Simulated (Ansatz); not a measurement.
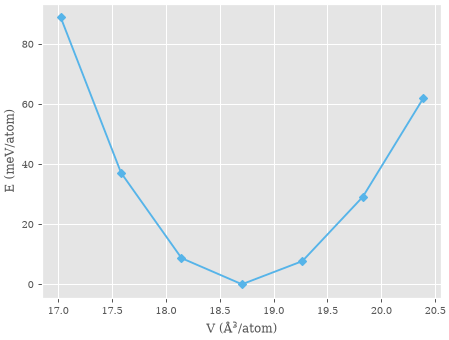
Figure. LaPt3 (Cu3Au type, space group No. 221) under volume change, DFT-r²SCAN in the program Ansatz with PAW potentials, scaled uniformly.

Q: What does a third-order Birch–Murnaghan fit give for V₀, B₀ and B′?

A: V₀ = 18.71 Å³/atom, B₀ = 156 GPa, B′ = 5.0.

Space group Pm-3m (Cu3Au type). The workflow started from an entry of the Crystallography Open Database (COD). Whether it is the stable phase at ambient conditions was not checked. The cell was relaxed with r²SCAN under the symmetry of its start; whether a distortion lowers the energy is not shown. The run is not spin-polarised. Scalar-relativistic: spin–orbit coupling is off unless named, which matters more the heavier the elements.

Potentials: the later of the program's two PAW sets.
